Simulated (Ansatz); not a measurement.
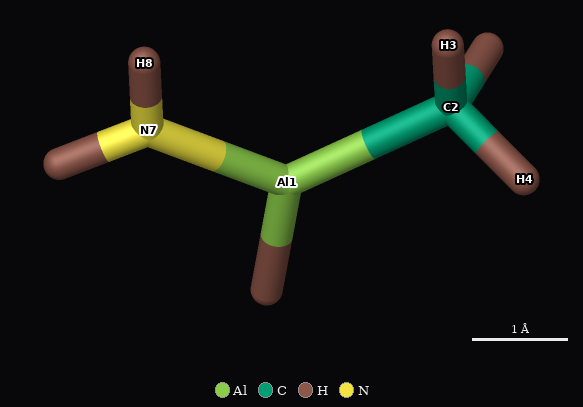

Figure 1. The structure as given in the input (stick view, seen at a tilt; atoms are numbered from 1 in the order of the input). Sticks mark near contacts. Bond lengths as drawn: Al–C 1.95 Å, Al–H 1.59 Å, Al–N 1.78 Å, C–H 1.09 to 1.10 Å and H–N 1.01 Å.

Molecular dynamics of CH6AlN

- system: CH6AlN
- method: RKS PBE0/def2-mTZVP (Ansatz 0.2.0)

One setting was made poor on purpose. It belongs to a series of runs on one base structure; here: an input spoilt on purpose.

**The input**
```yaml
crystal:
  periodic: [false, false, false]
  atoms:
    - { symbol: Al, position_ang: [-0.03939, 0.109582, -0.005372] }
    - { symbol: C, position_ang: [-0.030199, -0.071373, 1.941184] }
    - { symbol: H, position_ang: [-0.993129, -0.401775, 2.340325] }
    - { symbol: H, position_ang: [0.725532, -0.787664, 2.278402] }
    - { symbol: H, position_ang: [0.211352, 0.877986, 2.430919] }
    - { symbol: H, position_ang: [1.264125, 0.371651, -0.879529] }
    - { symbol: "N", position_ang: [-1.56702, -0.007952, -0.90273] }
    - { symbol: H, position_ang: [-2.476848, -0.17259, -0.496513] }
    - { symbol: H, position_ang: [-1.649523, 0.082133, -1.905185] }
basis:
  gaussian: { orbitals: def2-mTZVP }
hamiltonian:
  xc: pbe0
md:
  timestep: -0.5
  n_steps: 25
  ensemble: nvt_nose_hoover
  temperature: 500.0
  initial_velocities: maxwell_boltzmann
  seed: 336971
  nose_hoover: { tau: 300.0, chain_length: 1 }
```

Machine: 1 thread of Arm Neoverse V2, 24 GiB of memory available, shared host.

Launch command:
```bash
ansatz run input.yaml --threads 1 --pin off --max-ram 2048MiB --backend cpu --events-out ev --progress --plain --runs-dir out
```

**The program's output**
```
Error: invalid value for `md.timestep`: must be finite and > 0; got -0.5 fs
```

**Outcome**

- outcome: refused by the program

**Diagnosis**

The program refused the input: “invalid value for `md.timestep`: must be finite and > 0; got -0.5 fs” A deliberately poor setting: bad input.
